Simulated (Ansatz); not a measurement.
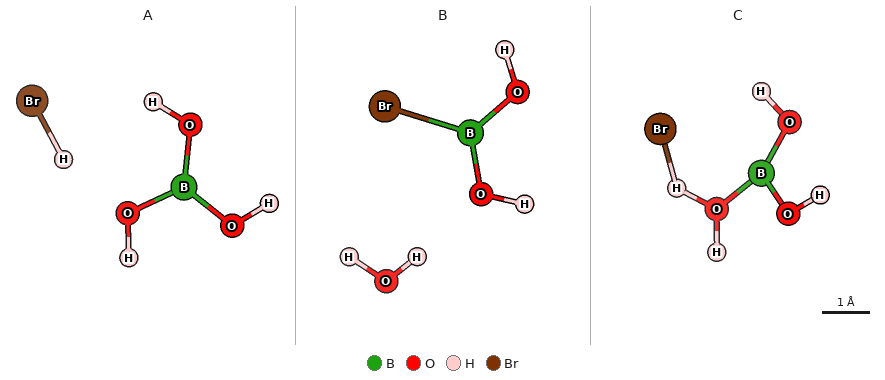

Three geometries of BH4O3Br: a saddle point and the two minima that it joins, in shuffled order. The picture is a ball-and-stick view, seen at a tilt. Sticks join atoms that are closer than about 1.2 times the sum of their covalent radii (a little more with hydrogen).

Stationary points at PBE0-D4/def2-TZVP, single-point energies with CCSD(T)/CBS, SPW92 (LDA), PBE0-D4, B2PLYP (def2-TZVPP where no basis is named; Ansatz 0.2.0). The energies are electronic, without zero-point or thermal terms, and both ends are the minima reached downhill from the saddle, with any fragments still in contact. CCSD(T)/CBS stands for a frozen-core estimate: MP2 correlation extrapolated from def2-TZVPP and def2-QZVPP, CCSD(T) minus MP2 from the smaller set.

Q: Which frame is the transition state, what reaction does it lead through, and what barrier is to be expected?

A: Frame C is the saddle point. Counted by bonded pieces, A holds BH₃O₃ + HBr and B holds BH₂BrO₂ + H₂O. From A over the saddle to B, bonds form: B–Br (3.86 → 2.55 → 1.93 Å), H–O (1.84 → 1.05 → 0.96 Å). Bonds break: B–O (1.38 → 1.54 → 3.81 Å), Br–H (1.45 → 1.95 → 3.44 Å). The saddle has one imaginary mode, 282i cm⁻¹. With CCSD(T)/CBS the barrier is 25.0 kcal/mol from A and 12.6 kcal/mol from B, and B lies 12.4 kcal/mol above A.

| level | barrier from A (kcal/mol) | barrier from B (kcal/mol) | B less A (kcal/mol) |
| --- | --- | --- | --- |
| CCSD(T)/CBS | 25.0 | 12.6 | 12.4 |
| SPW92 (LDA) | 16.6 | −0.6 | 17.2 |
| PBE0-D4 | 21.8 | 8.8 | 13.1 |
| B2PLYP | 25.5 | 11.9 | 13.7 |

Against CCSD(T)/CBS, B2PLYP comes closest on the barrier from A (+0.6 kcal/mol) and SPW92 (LDA) misses most (−8.4 kcal/mol).
